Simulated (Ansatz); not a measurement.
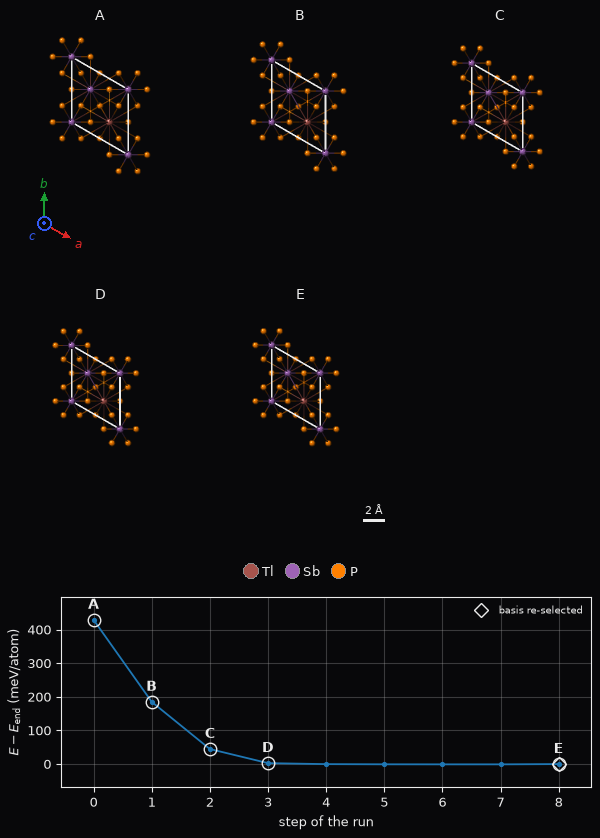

Frames of a relaxation of a crystal of Tl$_{2}$SbP$_{3}$ (built on the Li2GaCu3-166 type type), marked on the history of the run. The picture is a ball-and-stick view of the conventional cell (3 times the calculation's cell), seen along the c axis. Lengths and directions refer to the drawn axes.

The calculation used Ansatz, DFT, PBEsol, plane waves, PAW. Settings: plane-wave cutoff 420 eV; k-point mesh 4 × 4 × 4; occupations fermi dirac; smearing width 0.03 eV; no spin polarisation; cell and atoms relaxed; force threshold 0.01 eV/Å; at most 120 steps.

### Describe the path.

After 7 accepted moves (8 points after the start) the energy has fallen by 429 meV per atom. Largest force component: 0.021 eV/Å at the start, 0.0028 eV/Å at the end. The pressure goes from −9.99 to −0.02 GPa. At 1 point the geometry stayed and the basis and grid were re-selected for the new cell (energy shift of 0.8 meV per atom at most each time). The largest moves relative to the cell, 0.15 Å, are those of Tl atoms. Sb and P stay in place. The drawn cell changes as follows: a = b 6.407 → 5.495 Å (−14.2 %), c 15.403 → 14.595 Å (−5.2 %); the volume changes by −30.3 %. Near-neighbour distances that change, for instance: P–Tl 3.736 → 3.218 Å, Tl–Tl 3.844 → 3.349 Å, Sb–Tl 3.755 → 3.262 Å, P–P 3.203 → 2.747 Å. The space group stays R-3m (No. 166). The run took 16 s on 2 threads of Arm Neoverse V2, on a shared host, peak memory 0.48 GiB. From step 0 to 1: volume −13.9 %, energy −244 meV per atom. From step 1 to 2: Tl atoms move most (0.02 Å), volume −12.2 %, energy −140 meV per atom. From step 2 to 3: Tl atoms move most (0.04 Å), volume −9.6 %, energy −42.0 meV per atom. From step 3 to 8: Tl atoms move most (0.08 Å), volume +2.0 %, energy −2.8 meV per atom.
